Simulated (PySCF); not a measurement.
# C₂H₁₁AsSi₃: electronic excitations

Aim: predict the electronic excitations of C₂H₁₁AsSi₃ (`C[As]1[SiH2]C([SiH3])[SiH2]1`).

Programs: PySCF 2.14.0, with density-fitted response routines of our own. Each step states its level of theory. These are calculated values for one molecule in the gas phase, unless marked as measured. Atoms count from 0, in the outputs and in this text.

## Step 1: The starting structure

17 atoms, charge 0, multiplicity 1; geometry from: GFN2-xTB.

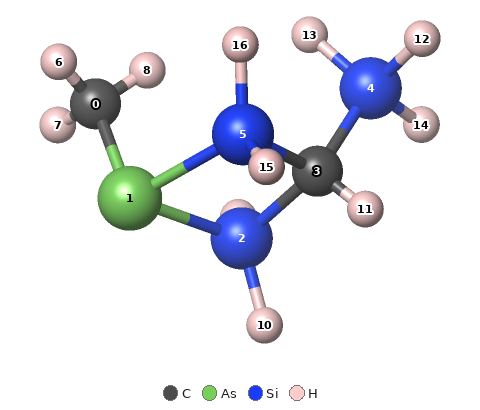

The starting geometry (carbon dark grey, arsenic green, silicon blue, hydrogen pink), atoms numbered.

## Step 2: Excited states and response: PBE0/def2-SVPD

What the job is given:

```
{"job": {"kind": "uv", "xc": "PBE0", "basis": "def2-SVPD", "nstates": 8, "ntriplets": 3}, "charge": 0, "multiplicity": 1}
C      2.431790    -0.626752     0.538008
As     1.966291     0.788395    -0.777009
Si     0.083041    -0.292372    -1.695626
C     -1.126191     0.539269    -0.445882
Si    -2.081247    -0.636145     0.688616
Si     0.149318     1.695310     0.421188
H      3.048692    -0.205966     1.333047
H      3.011481    -1.410959     0.049478
H      1.551052    -1.080258     0.989163
H      0.054139    -1.762339    -1.626384
H     -0.253197     0.084716    -3.078472
H     -1.870926     1.133748    -0.980566
H     -2.893551     0.125987     1.641726
H     -1.137886    -1.474828     1.442107
H     -2.952697    -1.509352    -0.103221
H     -0.151636     3.109268     0.142117
H      0.164531     1.534307     1.884099
```

Level: TDDFT PBE0/def2-SVPD, vertical, gas phase, core orbitals frozen in the response.

Command:

```
$ OMP_NUM_THREADS=1 python probes_run.py task.json out
```

The driver reads the jobs from task.json and runs them one after another.

Standard output:

```text
coarse grid: 64120 points
cycle   1  E = -3185.8207239416  dE = -5.428e-01  |g| = 4.193e-01  |ddm| = 5.128e+00
cycle   2  E = -3185.7936878195  dE =  2.704e-02  |g| = 5.019e-01  |ddm| = 1.275e+00
cycle   3  E = -3185.8627242234  dE = -6.904e-02  |g| = 7.178e-02  |ddm| = 7.361e-01
cycle   4  E = -3185.8641582456  dE = -1.434e-03  |g| = 2.024e-02  |ddm| = 1.590e-01
cycle   5  E = -3185.8642926737  dE = -1.344e-04  |g| = 9.042e-03  |ddm| = 5.297e-02
cycle   6  E = -3185.8643130262  dE = -2.035e-05  |g| = 1.429e-03  |ddm| = 1.502e-02
cycle   7  E = -3185.8643136037  dE = -5.775e-07  |g| = 5.854e-04  |ddm| = 3.337e-03
final grid: 130360 points
cycle   8  E = -3185.8642654633  dE = -9.541e-08  |g| = 8.372e-04  |ddm| = 8.748e-03
cycle   9  E = -3185.8642652528  dE =  2.104e-07  |g| = 1.203e-03  |ddm| = 2.952e-03
cycle  10  E = -3185.8642656590  dE = -4.062e-07  |g| = 7.601e-05  |ddm| = 1.656e-03
cycle  11  E = -3185.8642656607  dE = -1.632e-09  |g| = 1.448e-05  |ddm| = 1.588e-04
cycle  12  E = -3185.8642656607  dE = -4.638e-11  |g| = 7.464e-06  |ddm| = 3.883e-05
converged SCF energy = -3185.8642656607

Static polarisability (au): isotropic 135.895, principal 122.501 134.271 150.913

Singlet excitations
state   eV       nm        f      main configurations
  1   4.5925    270.0   0.01499   H->L 0.97
  2   5.1490    240.8   0.00667   H->L+1 0.96
  3   5.3587    231.4   0.01266   H->L+2 0.88, H-1->L 0.10
  4   5.8098    213.4   0.04754   H-1->L 0.85, H->L+2 0.08
  5   5.8165    213.2   0.04161   H->L+3 0.97
  6   6.2976    196.9   0.00145   H-1->L+1 0.86, H-2->L 0.10
  7   6.5441    189.5   0.03152   H->L+4 0.82, H->L+6 0.11
  8   6.5754    188.6   0.05582   H-2->L 0.80, H-1->L+1 0.10

Triplet excitations (Tamm-Dancoff, eV): 4.1421 4.6523 4.7648
```

Run time: 56 s. Hardware: 1 thread of Arm Neoverse V1, shared host; peak memory 0.91 GiB.

Frontier orbitals and where they lie:

| orbital | eV | atoms |
| --- | --- | --- |
| HOMO−3 | -8.72 | As1 30 %, C0 26 %, C3 8 % |
| HOMO−2 | -8.42 | C3 33 %, Si5 13 %, Si2 13 % |
| HOMO−1 | -7.79 | As1 34 %, Si5 19 %, Si2 19 % |
| HOMO | -6.55 | As1 54 %, C3 12 %, Si5 8 % |
| LUMO | -0.78 | As1 23 %, Si5 19 %, Si2 19 % |
| LUMO+1 | -0.23 | Si2 16 %, Si5 16 %, As1 13 % |
| LUMO+2 | -0.02 | As1 34 %, Si2 16 %, Si5 16 % |

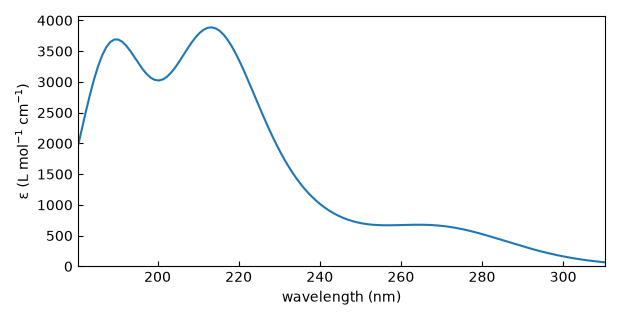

Absorption spectrum: each of the 8 states is a Gaussian band of 0.4 eV half-width at 1/e. Beyond the last state computed it falls off for lack of states.

Ground-state properties from the same run:

| property | computed |
| --- | --- |
| dipole moment (D) | 0.46 |
| polarisability (Å³) | 20.14 |
| HOMO–LUMO gap (eV) | 5.77 |
| −ε(HOMO) (eV) | 6.55 |

## Step 3: Outcome

| quantity | value |
| --- | --- |
| lowest singlet (PBE0/def2-SVPD) | 4.59 eV (270 nm), f = 0.015 |
| brightest single state of those computed | state 8, 6.58 eV, f = 0.056 |
| lowest triplet | 4.14 eV |

In words: The lowest singlet, at 4.59 eV, is HOMO→LUMO 0.97 and is weak; of the 8 states computed, the strongest absorption comes from states 4 to 5 together at 5.81 eV (the last state computed is bright too, and its partners may lie past the list). The lowest triplet lies 0.45 eV below the lowest singlet (triplets in Tamm-Dancoff, singlets in full TDDFT). States above −ε(HOMO) lie where TDDFT describes them poorly and they hang on the basis; the brightest is among them.
